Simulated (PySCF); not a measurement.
```yaml
atoms:
  - { symbol: C, position_ang: [2.0734, 1.7869, 0.0927] }
  - { symbol: C, position_ang: [1.3671, 0.5171, 0.3202] }
  - { symbol: C, position_ang: [1.3181, -0.7730, 0.0912] }
  - { symbol: C, position_ang: [1.9355, -1.9347, -0.5666] }
  - { symbol: P, position_ang: [-0.0650, -0.2491, 1.1901] }
  - { symbol: C, position_ang: [-1.4121, 0.0261, -0.0622] }
  - { symbol: C, position_ang: [-2.7552, -0.6027, 0.1801] }
  - { symbol: C, position_ang: [-2.5918, 0.8727, 0.3273] }
  - { symbol: H, position_ang: [2.3821, 2.2191, 1.0441] }
  - { symbol: H, position_ang: [2.9533, 1.6272, -0.5304] }
  - { symbol: H, position_ang: [1.4109, 2.4993, -0.3989] }
  - { symbol: H, position_ang: [1.2592, -2.3429, -1.3179] }
  - { symbol: H, position_ang: [2.1341, -2.7184, 0.1637] }
  - { symbol: H, position_ang: [2.8697, -1.6460, -1.0482] }
  - { symbol: H, position_ang: [-1.0670, 0.0919, -1.0903] }
  - { symbol: H, position_ang: [-3.3036, -0.9827, -0.6694] }
  - { symbol: H, position_ang: [-2.8825, -1.1876, 1.0797] }
  - { symbol: H, position_ang: [-3.0266, 1.5199, -0.4204] }
  - { symbol: H, position_ang: [-2.6095, 1.2861, 1.3256] }
```

Geometry: GFN2-xTB.

Computed with PBE0/pcSseg-1, SCF density, gas phase, non-relativistic in PySCF.

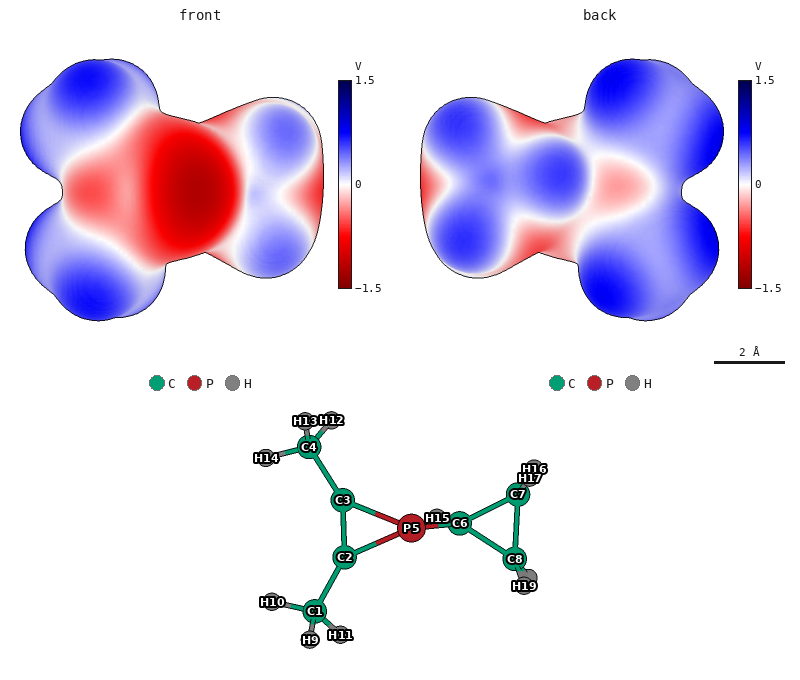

C$_{7}$H$_{11}$P. The molecular electrostatic potential painted on the density surface at 0.002 e/bohr³, seen from the front and from behind; the colour scale runs from red (negative) to blue (positive). The bare structure is drawn below in the same view.

Q: Describe the electrostatic potential map.

A: The most negative region (about −1.2 V, or −28 kcal/mol for a unit charge) lies over P5, the most positive (about +0.8 V, or +18 kcal/mol for a unit charge) over H10, H11, H12 and H14.
